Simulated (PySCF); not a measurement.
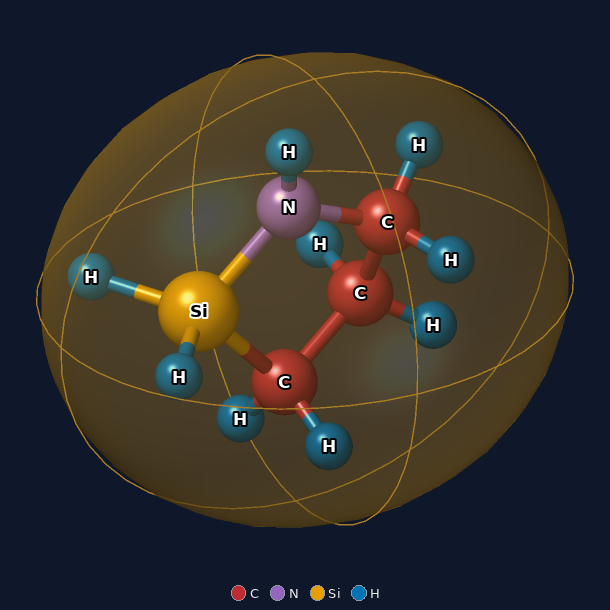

The ellipsoid shows the static dipole polarisability: its half-axes are proportional to the principal values. The computed structure is the end point of a PBE0-D3(BJ)/def2-SVP optimisation. No frequency run is at hand to confirm it as a minimum. Method: PBE0/def2-SVPD in acetonitrile (IEF-PCM) (PySCF 2.14.0).

**Give the principal values, the mean and the anisotropy.**

Principal values 87.6, 90.9, 104.5 bohr³; mean 94.3 bohr³ (13.97 Å³); anisotropy 15.5 bohr³, so the longest axis is 1.19 times the shortest.
